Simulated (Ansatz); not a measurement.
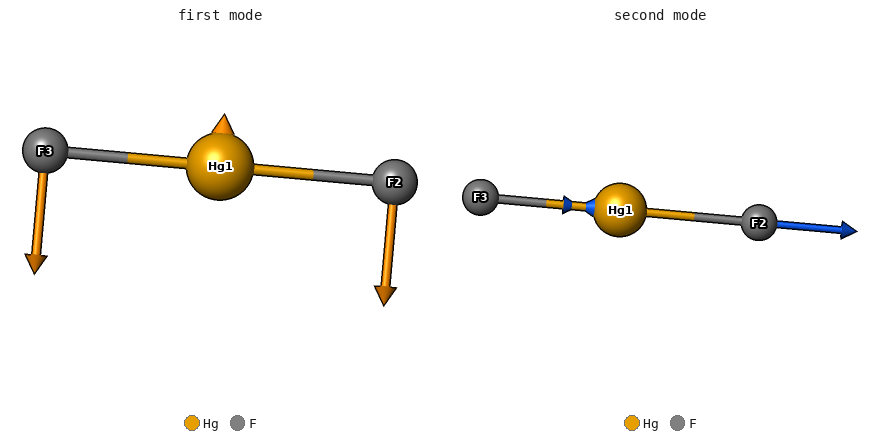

The system is HgF2; the picture shows the reference structure; its two panels give the patterns of the first and the second mode as arrows. First axis: normal mode 1 (182 cm⁻¹). Second axis: normal mode 3 (672 cm⁻¹). Nothing is relaxed (straight displacements along the two mass-weighted modes). Grid: 15 × 15 points; 82 points were computed and 143 follow by symmetry. Points are written as (first, second). All energies are given in eV relative to the lowest grid point. Computed with Ansatz 0.2.0, RKS SPW92 (LDA)/def2-TZVP.

Its coordinates:

```xyz
3

Hg   -0.0001   -0.0001    0.0000
F    -0.0182   -0.0226    1.9000
F     0.0183    0.0227   -1.9000
```

Range: normal mode 1 (182 cm⁻¹) from −3.03 to 3.03 amu½·Å; normal mode 3 (672 cm⁻¹) from −1.098 to 1.098 amu½·Å.

What landscape does the calculation give?

Answer. The lowest grid point is at (0.00 amu½·Å, 0.000 amu½·Å). No other kind of well shows on this grid. The highest grid point, (−3.03 amu½·Å, 1.098 amu½·Å), lies 1.21 eV above the lowest.

| normal mode 3 (672 cm⁻¹) ↓, normal mode 1 (182 cm⁻¹) → | −3.03 | −2.59 | −2.16 | −1.73 | −1.30 | −0.86 | −0.43 | 0.00 | 0.43 | 0.86 | 1.30 | 1.73 | 2.16 | 2.59 | 3.03 |
| --- | --- | --- | --- | --- | --- | --- | --- | --- | --- | --- | --- | --- | --- | --- | --- |
| 1.098 | 1.21 | 1.16 | 1.13 | 1.10 | 1.09 | 1.08 | 1.08 | 1.08 | 1.08 | 1.08 | 1.09 | 1.10 | 1.13 | 1.16 | 1.21 |
| 0.941 | 1.02 | 0.95 | 0.89 | 0.85 | 0.81 | 0.79 | 0.78 | 0.78 | 0.78 | 0.79 | 0.81 | 0.85 | 0.89 | 0.95 | 1.02 |
| 0.784 | 0.87 | 0.77 | 0.70 | 0.64 | 0.59 | 0.56 | 0.54 | 0.53 | 0.54 | 0.56 | 0.59 | 0.64 | 0.70 | 0.77 | 0.87 |
| 0.627 | 0.75 | 0.64 | 0.54 | 0.47 | 0.41 | 0.37 | 0.34 | 0.33 | 0.34 | 0.37 | 0.41 | 0.47 | 0.54 | 0.64 | 0.75 |
| 0.471 | 0.65 | 0.53 | 0.43 | 0.34 | 0.27 | 0.23 | 0.20 | 0.19 | 0.20 | 0.23 | 0.27 | 0.34 | 0.43 | 0.53 | 0.65 |
| 0.314 | 0.59 | 0.46 | 0.34 | 0.25 | 0.18 | 0.12 | 0.09 | 0.08 | 0.09 | 0.12 | 0.18 | 0.25 | 0.34 | 0.46 | 0.59 |
| 0.157 | 0.55 | 0.41 | 0.30 | 0.20 | 0.12 | 0.07 | 0.03 | 0.02 | 0.03 | 0.07 | 0.12 | 0.20 | 0.30 | 0.41 | 0.55 |
| 0.000 | 0.54 | 0.40 | 0.28 | 0.18 | 0.10 | 0.05 | 0.01 | 0.00 | 0.01 | 0.05 | 0.10 | 0.18 | 0.28 | 0.40 | 0.54 |
| −0.157 | 0.55 | 0.41 | 0.30 | 0.20 | 0.12 | 0.07 | 0.03 | 0.02 | 0.03 | 0.07 | 0.12 | 0.20 | 0.30 | 0.41 | 0.55 |
| −0.314 | 0.59 | 0.46 | 0.34 | 0.25 | 0.18 | 0.12 | 0.09 | 0.08 | 0.09 | 0.12 | 0.18 | 0.25 | 0.34 | 0.46 | 0.59 |
| −0.471 | 0.65 | 0.53 | 0.43 | 0.34 | 0.27 | 0.23 | 0.20 | 0.19 | 0.20 | 0.23 | 0.27 | 0.34 | 0.43 | 0.53 | 0.65 |
| −0.627 | 0.75 | 0.64 | 0.54 | 0.47 | 0.41 | 0.37 | 0.34 | 0.33 | 0.34 | 0.37 | 0.41 | 0.47 | 0.54 | 0.64 | 0.75 |
| −0.784 | 0.87 | 0.77 | 0.70 | 0.64 | 0.59 | 0.56 | 0.54 | 0.53 | 0.54 | 0.56 | 0.59 | 0.64 | 0.70 | 0.77 | 0.87 |
| −0.941 | 1.02 | 0.95 | 0.89 | 0.85 | 0.81 | 0.79 | 0.78 | 0.78 | 0.78 | 0.79 | 0.81 | 0.85 | 0.89 | 0.95 | 1.02 |
| −1.098 | 1.21 | 1.16 | 1.13 | 1.10 | 1.09 | 1.08 | 1.08 | 1.08 | 1.08 | 1.08 | 1.09 | 1.10 | 1.13 | 1.16 | 1.21 |

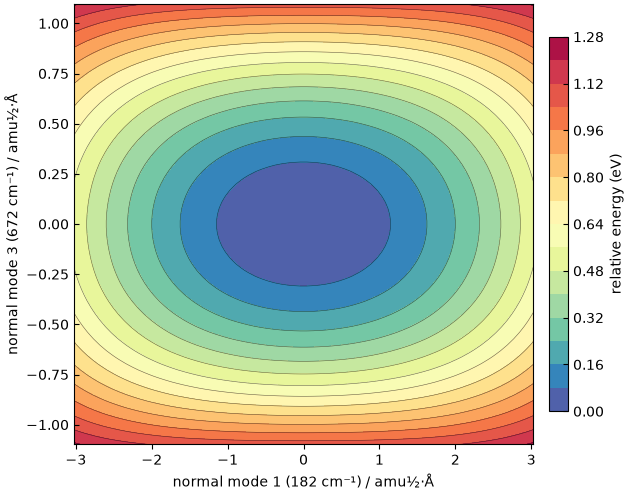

Drawn: filled contours. Between grid points the surface is interpolated.

Each point was launched as `ansatz run input.yaml --threads 1 --pin off --max-ram 2560MiB --backend cpu --events-out ev --progress --plain --runs-dir out`. The whole map (82 points run) took 90 s on 1 thread of Intel(R) Xeon(R) Platinum 8488C (Sapphire Rapids) (shared host).
